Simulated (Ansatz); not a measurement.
## How basis sets differ on Ge2H6O ((H3Ge)2O)

The species is Ge2H6O (9 atoms), meant as a singlet with charge 0. Geometry: a GFN2-xTB relaxation, a rough one for these elements and not checked as a minimum.

```
atom    x (Å)    y (Å)    z (Å)
  Ge   1.5338  -0.0882   0.6688
   H   2.0547  -1.0962  -0.3158
   H   2.3343   1.1759   0.6662
   H   1.3965  -0.6822   2.0397
   O  -0.0555   0.4318   0.1920
  Ge  -1.5378   0.1109  -0.6583
   H  -1.2560   0.2314  -2.1279
   H  -2.0208  -1.2678  -0.3099
   H  -2.4491   1.1843  -0.1549
```

Quantity: the HOMO–LUMO gap, in eV. The values are calculated.

| level | kind | program | value (eV) | CPU time |
| --- | --- | --- | --- | --- |
| HF/STO-3G | Hartree–Fock | Ansatz | 18.40 | 2.6 s |
| HF/3-21G | Hartree–Fock | Ansatz | 15.05 | 2.7 s |
| HF/cc-pVDZ | Hartree–Fock | Ansatz | 15.01 | 16 s |
| HF/def2-SVP | Hartree–Fock | Ansatz | 15.15 | 13 s |

All-electron rows without a relativistic Hamiltonian named are non-relativistic. The values span 15.01 to 18.40 eV. A Hartree–Fock LUMO above zero doesn't converge with the basis: it sinks as sets grow more diffuse. Orbital gaps aren't excitation energies. CPU times are rough (shared hosts, several kinds of processor and program).

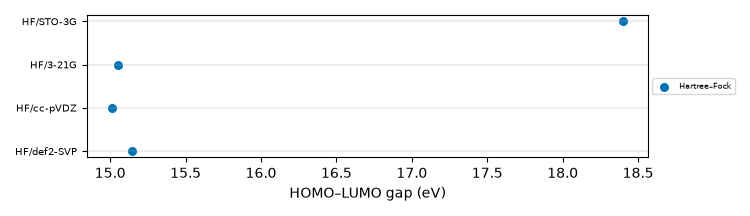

The values of the table, level by level.
